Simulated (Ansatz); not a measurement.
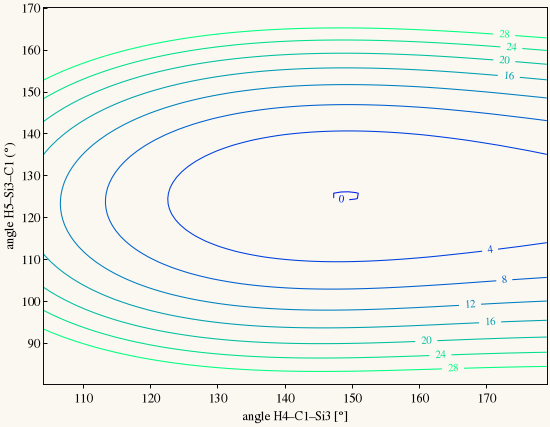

Energy landscape of CH3OSi, SMILES [CH]1O[SiH2]1, spin multiplicity 2. Coordinates scanned: (1) angle H4–C1–Si3; (2) angle H5–Si3–C1. Nothing is relaxed (all other coordinates rigid). The scan uses a 15 × 15 grid. All energies are given in kcal/mol relative to the lowest grid point. Theory: UKS PBE-D4/def2-TZVP in Ansatz.

In the figure: contour lines labelled in kcal/mol (none above 28). Between grid points the surface is interpolated. 

Question: Describe this landscape.

Answer: The lowest grid point is at angle H4–C1–Si3 = 146.9°, angle H5–Si3–C1 = 125.1°. It is the only kind of minimum in the scanned range. The highest grid point, angle H4–C1–Si3 = 104.1°, angle H5–Si3–C1 = 170.1°, lies 50.1 kcal/mol above the lowest.

The values on the grid:

```
angle H5–Si3–C1 ↓, angle H4–C1–Si3 →  104.1  109.4  114.8  120.1  125.5  130.8  136.2  141.5  146.9  152.2  157.6  162.9  168.3  173.6  179.0
                               170.1   50.1   46.3   43.1   40.6   38.7   37.2   36.3   35.7   35.5   35.6   36.0   36.5   37.3   38.2   39.2
                               163.7   40.8   37.0   33.8   31.2   29.2   27.8   26.8   26.2   25.9   26.0   26.3   26.8   27.5   28.4   29.3
                               157.3   32.8   29.0   25.8   23.3   21.2   19.8   18.7   18.1   17.8   17.9   18.2   18.7   19.3   20.1   20.9
                               150.8   26.2   22.4   19.2   16.7   14.7   13.2   12.2   11.5   11.2   11.3   11.5   12.0   12.6   13.3   14.1
                               144.4   21.0   17.3   14.1   11.6    9.7    8.2    7.2    6.6    6.3    6.3    6.5    6.9    7.5    8.2    8.9
                               138.0   17.3   13.6   10.5    8.0    6.1    4.7    3.7    3.1    2.8    2.8    3.0    3.4    4.0    4.6    5.2
                               131.6   14.9   11.3    8.2    5.8    3.9    2.5    1.6    1.0    0.7    0.7    0.9    1.3    1.8    2.4    3.0
                               125.1   13.8   10.3    7.3    4.9    3.1    1.7    0.8    0.2    0.0    0.0    0.2    0.6    1.1    1.6    2.1
                               118.7   14.1   10.6    7.7    5.4    3.6    2.3    1.4    0.9    0.7    0.7    0.9    1.3    1.7    2.2    2.7
                               112.3   15.6   12.2    9.4    7.1    5.4    4.2    3.3    2.8    2.7    2.7    3.0    3.3    3.7    4.2    4.6
                               105.8   18.5   15.2   12.4   10.3    8.6    7.4    6.6    6.2    6.0    6.1    6.4    6.7    7.1    7.5    7.9
                                99.4   22.7   19.4   16.7   14.6   13.0   11.9   11.2   10.8   10.7   10.8   11.1   11.4   11.8   12.2   12.5
                                93.0   28.3   25.1   22.4   20.3   18.8   17.7   17.0   16.7   16.6   16.8   17.0   17.4   17.8   18.1   18.4
                                86.6   35.3   32.1   29.4   27.4   25.8   24.8   24.1   23.8   23.8   23.9   24.2   24.6   24.9   25.2   25.4
                                80.1   44.0   40.6   37.9   35.8   34.2   33.2   32.5   32.1   32.1   32.2   32.4   32.7   33.0   33.2   33.3
```

Time for the 225 points that were run: 14 min on 1 thread of Arm Neoverse V2 (shared host).
